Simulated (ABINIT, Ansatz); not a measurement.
# Quasiparticle gap of CO2 (P4_2/mnm) in ABINIT, part 3 of 3

Wanted: ground state, empty states, screening and self-energy for CO2 (P4_2/mnm).

ABINIT 10.8.3; LDA and many-body steps on it, plane waves. Known limits of the many-body steps: not at the basis limit; coarse k mesh.

So far. Step 3 (Bands along the symmetry lines): The gap is 6.325 eV, as in the run before at this level. Step 4 (Empty states on the mesh, 2×2×2 mesh, 61 bands): On this mesh the gap is 6.325 eV.

### Step 5. Screening, 2×2×2 mesh, 57 bands, screening to 98 eV

The RPA dielectric matrix is built and inverted for each q.

This step: RPA screening on LDA, plane waves, norm-conserving pseudopotentials.

Input file run.abi:

```
acell 3*1.0 Angstrom
rprim 
  4.227212790000 0.000000000000 0.000000000000
  0.000000000000 4.227212790000 0.000000000000
  0.000000000000 0.000000000000 4.687771590000
ntypat 2
znucl 6 8
natom 6
typat 1 1 2 2 2 2
xred 
  0.500000000000 0.500000000000 0.500000000000
  0.000000000000 0.000000000000 0.000000000000
  0.304826860000 0.695173140000 0.500000000000
  0.695173140000 0.304826860000 0.500000000000
  0.195173140000 0.195173140000 0.000000000000
  0.804826860000 0.804826860000 0.000000000000
pp_dirpath "pseudos"
pseudos "C.upf, O.upf"
ecut 37
ngkpt 2 2 2
nshiftk 1
shiftk 0 0 0
kptopt 1
chksymbreak 0
istwfk *1
occopt 1
irdwfk 1
optdriver 3
nband 57
ecuteps 3.6
inclvkb 2
awtr 1
symchi 1
indata_prefix "in"
outdata_prefix "out"
tmpdata_prefix "tmp"
```

The run is started by

```console
$ OMP_NUM_THREADS=1 mpirun -n 4 abinit run.abi > log
```

Numbers of over 12 decimals in the logs are rounded to 6 here.

Output:

```text
.Version 10.8.3 of ABINIT. v10.8.2 released Aug 2026.

 Symmetries : space group P4_2/m n m (#136); Bravais tP (primitive tetrag.)
[... echo of the input left out ...]
== DATASET  1 ==================================================================
-   mpi_nproc: 4, omp_nthreads: 1 (-1 if OMP is not activated)

--- !DatasetInfo
iteration_state: {dtset: 1, }
dimensions: {natom: 6, nkpt: 6, mband: 57, nsppol: 1, nspinor: 1, nspden: 1, mpw: 6088, }
cutoff_energies: {ecut:  37.0, pawecutdg:  -1.0, }
electrons: {nelect:   3.20000000E+01, charge:   0.00000000E+00, occopt:   1.00000000E+00, tsmear:   1.00000000E-02, }

 SCREENING: Calculation of the susceptibility and dielectric matrices

 Based on a program developped by R.W. Godby, V. Olevano, G. Onida, and L. Reining.
 Incorporated in ABINIT by V. Olevano, G.-M. Rignanese, and M. Torrent.
.Using double precision arithmetic ; gwpc =  8

[... cell and pseudopotentials left out ...]
--------------------------------------------------------------------------------

 ==== K-mesh for the wavefunctions ====
 Number of points in the irreducible wedge :     6
[... list of points left out ...]
 Together with 16 symmetry operations and time-reversal symmetry
 yields     8 points in the full Brillouin Zone.

 ==== Q-mesh for the screening function ====
 Number of points in the irreducible wedge :     6
[... list of points left out ...]
 Together with 16 symmetry operations and time-reversal symmetry
 yields     8 points in the full Brillouin Zone.

 setmesh: FFT mesh size selected  =    30x   30x   32
          total number of points  =        28800

 vcoul_init : cutoff-mode = AUXILIARY_FUNCTION
 q-points for optical limit:   1
     1)      0.000010    0.000020    0.000030

- screening: taking advantage of time-reversal symmetry
- Maximum band index for partially occupied states nbvw = 16
- Remaining bands to be divided among processors   nbcw = 41
- Number of bands treated by each node ~10

 Number of electrons calculated from density =   32.0000; Expected =   32.0000
 average of density, n =  0.056608
 r_s =    1.6156
 omega_plasma =   22.9506 [eV]

 calculating chi0 at frequencies [eV] :
  1    0.000000E+00    0.000000E+00
  2    0.000000E+00    2.295065E+01

--------------------------------------------------------------------------------
  q-point number  1        q = ( 0.000000, 0.000000, 0.000000) [r.l.u.]
--------------------------------------------------------------------------------
[... chi0 elements left out ...]
 For q-point:  0.000010 0.000020 0.000030
  dielectric constant =   1.8662
  dielectric constant without local fields =   2.2515

  Average fulfillment of the sum rule on Im[epsilon] for q-point    1 :     36.45  [%]
[... wings left out ...]
  q-point number  2        q = ( 0.500000, 0.000000, 0.000000) [r.l.u.]
--------------------------------------------------------------------------------
[... chi0 elements left out ...]
  Average fulfillment of the sum rule on Im[epsilon] for q-point    2 :     46.66  [%]

 [... 4 further q-points ...]
```

Run time: 7.8 s. Hardware: 4 MPI ranks of AMD EPYC 7R32 (Zen 2), shared host; peak memory 0.83 GiB; 30 s of CPU time.

This step gave:

```yaml
eps_infinity_with_local_fields_on_this_mesh_along_the_program_s_q_direction: 1.866
the_same_without_local_fields: 2.252
plasma_frequency: 22.95 eV
plane_waves_in_the_screening_matrix: 187
```

Local fields lower ε∞ by 17 %. On a Γ-centred mesh this coarse the value itself is usually too large, while a short band sum pulls it down.

### Step 6. Self-energy, 2×2×2 mesh, 57 bands, screening to 98 eV

The self-energy is evaluated for the states that the input lists, and the levels follow from it, in one-shot runs by the linearised quasiparticle equation.

This step: G0W0 on LDA, plane waves, norm-conserving pseudopotentials.

run.abi, as its differences from that of step 5:

```diff
@@ -27,8 +27,17 @@
 irdwfk 1
-optdriver 3
+optdriver 4
 nband 57
+gwcalctyp 0
+ecutsigx 37
+symsigma 1
+nkptgw 2
+kptgw 
+  0.5000000000 0.5000000000 0.5000000000
+  0.0000000000 0.0000000000 0.0000000000
+bdgw 
+  15 18
+  15 18
 ecuteps 3.6
-inclvkb 2
-awtr 1
-symchi 1
+irdscr 1
+ppmodel 1
 indata_prefix "in"
```

Output:

```text
.Version 10.8.3 of ABINIT. v10.8.2 released Aug 2026.

 Symmetries : space group P4_2/m n m (#136); Bravais tP (primitive tetrag.)
[... echo of the input left out ...]
== DATASET  1 ==================================================================
-   mpi_nproc: 4, omp_nthreads: 1 (-1 if OMP is not activated)

--- !DatasetInfo
iteration_state: {dtset: 1, }
dimensions: {natom: 6, nkpt: 6, mband: 57, nsppol: 1, nspinor: 1, nspden: 1, mpw: 6088, }
cutoff_energies: {ecut:  37.0, pawecutdg:  -1.0, }
electrons: {nelect:   3.20000000E+01, charge:   0.00000000E+00, occopt:   1.00000000E+00, tsmear:   1.00000000E-02, }

 SIGMA: Calculation of the GW corrections

 Based on a program developped by R.W. Godby, V. Olevano, G. Onida, and L. Reining.
 Incorporated in ABINIT by V. Olevano, G.-M. Rignanese, and M. Torrent.
.Using double precision arithmetic ; gwpc =  8

[... cell and pseudopotentials left out ...]
--------------------------------------------------------------------------------

 ==== K-mesh for the wavefunctions ====
 Number of points in the irreducible wedge :     6
[... list of points left out ...]
 Together with 16 symmetry operations and time-reversal symmetry
 yields     8 points in the full Brillouin Zone.

 ==== Q-mesh for screening function ====
 Number of points in the irreducible wedge :     6
[... list of points left out ...]
 Together with 16 symmetry operations and time-reversal symmetry
 yields     8 points in the full Brillouin Zone.

 vcoul_init : cutoff-mode = AUXILIARY_FUNCTION
 q-points for optical limit:   1
     1)      0.000010    0.000020    0.000030
 setmesh: FFT mesh size selected  =    48x   48x   54
          total number of points  =       124416

 Number of electrons calculated from density =   32.0000; Expected =   32.0000
 average of density, n =  0.056608
 r_s =    1.6156
 omega_plasma =   22.9506 [eV]

 === KS Band Gaps ===
  >>>> For spin  1
   Minimum direct gap =   6.8109 [eV], located at k-point      :   0.0000  0.0000  0.0000
   Fundamental gap    =   6.3247 [eV], Top of valence bands at :   0.5000  0.5000  0.5000
                                       Bottom of conduction at :   0.0000  0.0000  0.0000
 SIGMA fundamental parameters:
 PLASMON POLE MODEL  1
 number of plane-waves for SigmaX                 6085
 number of plane-waves for SigmaC and W            187
 number of plane-waves for wavefunctions          6085
 number of bands                                    57
 number of independent spin polarizations            1
 number of spinorial components                      1
 number of k-points in IBZ                           6
 number of q-points in IBZ                           6
 number of symmetry operations                      16
 number of k-points in BZ                            8
 number of q-points in BZ                            8
 number of frequencies for dSigma/dE                 9
 frequency step for dSigma/dE [eV]                0.25
 number of omega for Sigma on real axis              0
 max omega for Sigma on real axis  [eV]           0.00
 zcut for avoiding poles [eV]                     0.10

 EPSILON^-1 parameters (SCR file):
 dimension of the eps^-1 matrix on file            187
 dimension of the eps^-1 matrix used               187
 number of plane-waves for wavefunctions          6085
 number of bands                                    57
 number of q-points in IBZ                           6
 number of frequencies                               2
 number of real frequencies                          1
 number of imag frequencies                          1

 matrix elements of self-energy operator (all in [eV])

 Perturbative Calculation

--- !SelfEnergy_ee
iteration_state: {dtset: 1, }
kpoint     : [   0.500,    0.500,    0.500, ]
spin       : 1
KS_gap     :    7.549
QP_gap     :   12.794
Delta_QP_KS:    5.245
data: !SigmaeeData |
     Band     E0 <VxcDFT>   SigX SigC(E0)      Z dSigC/dE  Sig(E)    E-E0       E
       15  -3.443 -19.940 -25.029   3.256   0.829  -0.206 -21.460  -1.520  -4.963
       16  -3.443 -19.940 -25.029   3.256   0.829  -0.206 -21.460  -1.520  -4.963
       17   4.107 -15.387  -9.238  -1.818   0.860  -0.163 -11.663   3.725   7.831
       18   4.107 -15.387  -9.238  -1.818   0.860  -0.163 -11.663   3.725   7.831

--- !SelfEnergy_ee
iteration_state: {dtset: 1, }
kpoint     : [   0.000,    0.000,    0.000, ]
spin       : 1
KS_gap     :    6.811
QP_gap     :   10.755
Delta_QP_KS:    3.944
data: !SigmaeeData |
     Band     E0 <VxcDFT>   SigX SigC(E0)      Z dSigC/dE  Sig(E)    E-E0       E
       15  -3.929 -19.297 -24.471   3.255   0.830  -0.205 -20.890  -1.592  -5.521
       16  -3.929 -19.297 -24.471   3.255   0.830  -0.205 -20.890  -1.592  -5.521
       17   2.882 -10.698  -5.594  -2.456   0.888  -0.126  -8.346   2.352   5.234
       18   3.900 -16.175 -10.078  -1.577   0.855  -0.170 -12.310   3.865   7.765

== END DATASET(S) ==============================================================
================================================================================

 -outvars: echo values of variables after computation  --------
           etotal      0.0000000000E+00
            nband          57
             nkpt           6
          spgroup         136
 [... the other variables as echoed above ...]

 Calculation completed.
```

Elapsed: 5.3 s, on 4 MPI ranks; peak memory 0.58 GiB.

Numbers from this step:

```
G0W0 gap on the points computed              : 10.20 eV
starting gap on the mesh                     : 6.325 eV
k of the valence top                         : 0.5, 0.5, 0.5
k of the conduction bottom                   : 0, 0, 0
Z at the valence top                         : 0.829
Z at the conduction bottom                   : 0.888
least direct G0W0 gap on the computed points : 10.75 eV
```

The gap on the mesh goes from 6.32 eV to 10.20 eV, a correction of +3.87 eV.

Limits: finite bands, cutoff and mesh; coarse k mesh. v1 is the top filled band, c1 the lowest empty one. Levels before and after the correction, in eV, zero at the valence-band top of each column:

```
           conduction bottom  valence top
Kohn-Sham               6.32         0.00
     G0W0              10.20         0.00
```

```
                         level  energy (eV)
Kohn-Sham  (0.5 0.5 0.5) v2-v1        0.000
Kohn-Sham  (0.5 0.5 0.5) c1-c2        7.549
Kohn-Sham              Γ v2-v1       -0.486
Kohn-Sham                 Γ c1        6.325
Kohn-Sham                 Γ c2        7.343
     G0W0  (0.5 0.5 0.5) v2-v1        0.000
     G0W0  (0.5 0.5 0.5) c1-c2       12.794
     G0W0              Γ v2-v1       -0.558
     G0W0                 Γ c1       10.197
     G0W0                 Γ c2       12.728
```

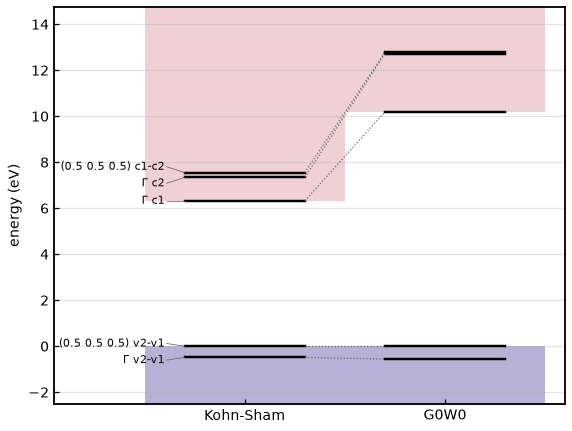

Levels before and after the correction. Shaded: valence and conduction bands.

### Step 7. Where the time went

Times are wall times on 4 MPI ranks of AMD EPYC 7R32 (Zen 2), shared host, good to a factor of about two.

```
                          step   time  share  memory (GiB)
                  ground state   38 s   35 %          0.44
bands along the symmetry lines   41 s   37 %          0.49
      empty states on the mesh   19 s   17 %          0.37
                     screening  7.8 s    7 %          0.83
                   self-energy  5.3 s    5 %          0.58
```

### Step 8. Results

```yaml
lda_gap: 6.32 eV, indirect
g0w0_gap_on_the_mesh: 10.20 eV
gw_settings: 2×2×2 mesh, 57 bands, screening to 98 eV, Godby-Needs plasmon pole
known_limits: not at the basis limit; coarse k mesh
```

**Reading.** G0W0 moves the gap on the mesh from 6.32 eV to 10.20 eV (+3.87 eV), with Z of 0.83 and 0.89 at the edges. Local fields lower the RPA ε∞ on this mesh from 2.25 to 1.87; a Γ-centred mesh this coarse tends to raise both, most where the direct gap is narrow, while a short band sum lowers them. Only 2 of the mesh's irreducible points were corrected, so a valley elsewhere could overtake. Bands and cutoff are finite, so the gap is not at the basis limit. The miss can reach some tenths of an eV and take either sign; the mesh is an error of its own. In the G0W0 run levels were corrected at 2 k points alone, so a gap called «on the mesh» is the least over those, and an edge elsewhere would be missed. The 2×2×2 mesh is coarse for this cell, which bears on the long-range parts of exchange and screening.

[Paths, hosts, dates, memory and timing lines, banners, echoed tables and standing remarks are left out of the program output.]

[Logs are printed without paths, hosts, clocks, repeated set-up lines and the standing remarks that a program may print on its own settings, such as how far it seeks lower states.]

[Runs of the session that timed out or met a known fault of the program may be left out.]

[Hosts, paths, dates, database ids (printed as entryN), source tags and the programs' standing remarks are cut or masked in the printed files.]

[G0W0 gaps are taken among the corrected bands and points alone; a level outside them can change the order at an edge.]

[Where Ansatz stands beside ABINIT at settings called matched, ABINIT's density can come from a denser mesh and the files from another edition; pairs whose starting gaps differed by over 0.03 eV were left out, so agreement reads better than it is.]
